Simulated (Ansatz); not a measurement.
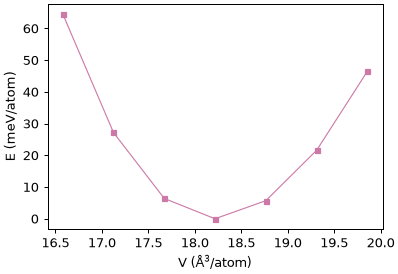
Figure. ZrSi (CsCl type, Pm-3m) under volume change, plane-wave PAW PBE (Ansatz code), scaled uniformly.

**Question.** What does a third-order Birch–Murnaghan fit give for V₀, B₀ and B′?

**Answer.** V₀ = 18.22 Å³/atom, B₀ = 118 GPa, B′ = 4.2.

The cell is a constructed one: a structure type filled with these elements; neither database checked (COD, Materials Project) lists it. COD files the formula under space group No. 62, 63, so this cell is another polymorph or a model. Whether it is the stable phase at ambient conditions was not checked. The cell was relaxed with PBE under the symmetry of its start. At this level the phase is dynamically unstable (imaginary phonons). No spin polarisation was allowed.

Potentials: the later of the program's two PAW sets.
